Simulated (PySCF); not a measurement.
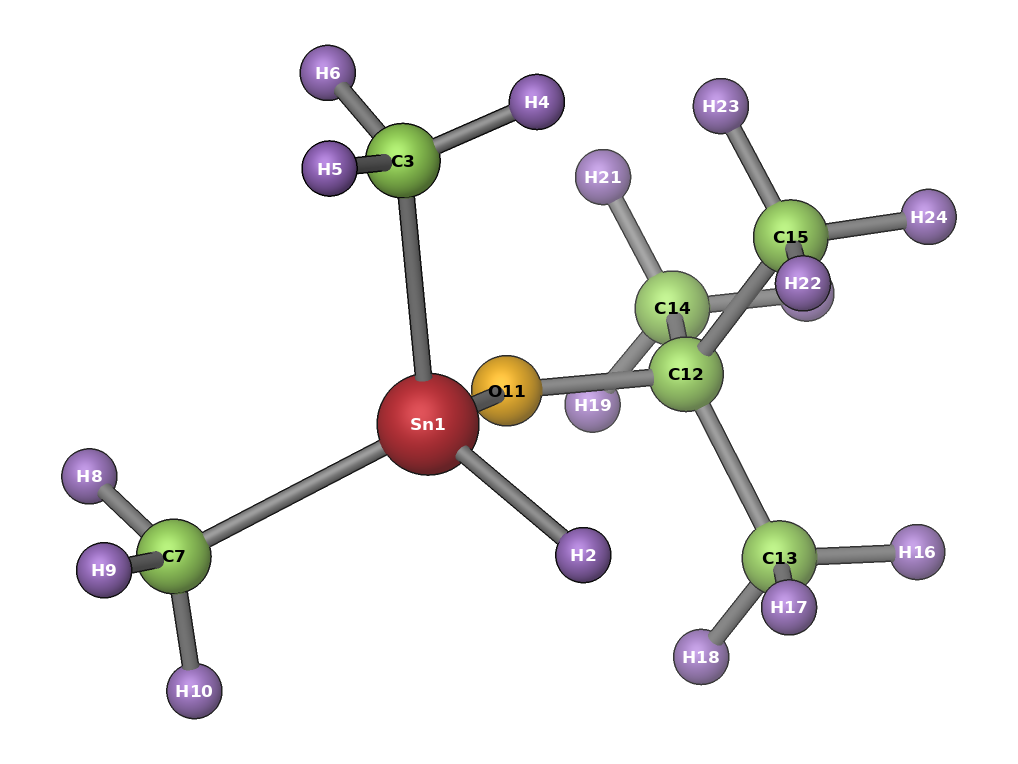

O11 lies behind Sn1. The molecule seen a little off the Sn1–O11 bond, Sn1 in front. Depth is shown by fading: the farther an atom, the more it takes the colour of the background. The geometry was computed by an optimisation with PBE0-D3(BJ)/def2-SVP. No frequency run is at hand to confirm it as a minimum.

### What is the torsion angle C3–Sn1–O11–C12? The sign is positive where the front bond must turn clockwise to cover the back bond.

87°, about perpendicular.
